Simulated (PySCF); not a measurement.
# HNS (HNS): the cost of one run

Computed with PySCF 2.14.0, with density-fitted response routines of our own, on a single molecule in the gas phase. Atoms are numbered from 0 throughout.

### 1 The starting structure

3 atoms, charge 0, multiplicity 1; geometry from: GFN2-xTB.

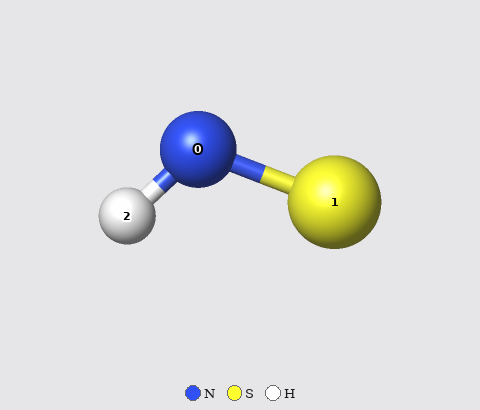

As it starts; nitrogen blue, sulfur yellow, hydrogen white, atoms numbered; sticks join atoms by distance.

### 2 Optimising the geometry at PBE0-D3(BJ)/def2-SVP

Job settings and geometry (Å):

```
{"job": {"xc": "PBE0", "basis": "def2-SVP", "d3": "d3bj", "grid": 1, "kind": "geom"}, "charge": 0, "multiplicity": 1}
N     -0.242272     0.408666    -0.003024
S      1.214514    -0.090163    -0.011148
H     -0.960761    -0.321041     0.001619
```

Started as:

```
$ OMP_NUM_THREADS=1 python probes_run.py task.json out
```

The driver reads the jobs from task.json and runs them one after another.

Q: Estimate the wall time and peak memory of this first job on 1 thread of Intel Xeon Platinum 8259CL at 2.50GHz, shared host.

About 2.1 s, with a peak of 0.25 GiB.
